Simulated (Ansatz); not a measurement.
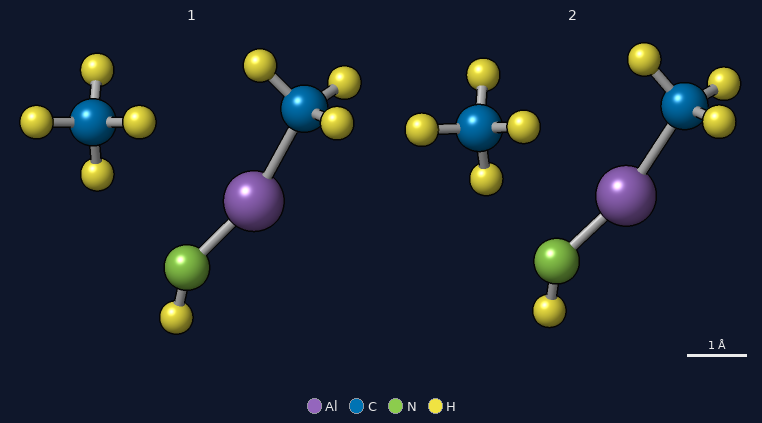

Two geometries of C2H8AlN, drawn at one scale. One is the start of a relaxation, the other its converged end. Style: ball-and-stick. Shown at a tilt.

Theory: Ansatz, UKS B3LYP-D4/6-31G*. Set-up: collinear spin; force threshold 0.03 eV/Å; at most 50 steps.

Which of the two is the end point?

Structure 1 is the relaxed one. The run prepares an end point of a later path (reaction) calculation, from a guessed geometry. After 8 geometry steps the energy has fallen by 4.02 kJ/mol. The largest force component goes from 0.48 to 0.011 eV/Å. The N atom moves most after the best rigid fit: 0.27 Å. By element the largest moves are N 0.27 Å, H 0.22 Å, Al 0.21 Å, C 0.17 Å. Among the contacts that change: C–H 1.085 → 1.094 Å, Al–N 1.664 → 1.655 Å. Bond angles that change, for instance: Al–N–H 138.7° → 144.6°, N–Al–C 163.9° → 161.3°. The run took 61 s on 2 threads of AMD EPYC 7571 (shared host), peak memory 0.24 GiB.

Limits of the set-up: the start holds two separate molecules, 2.3 Å apart at their closest, whose relative position is a soft coordinate.
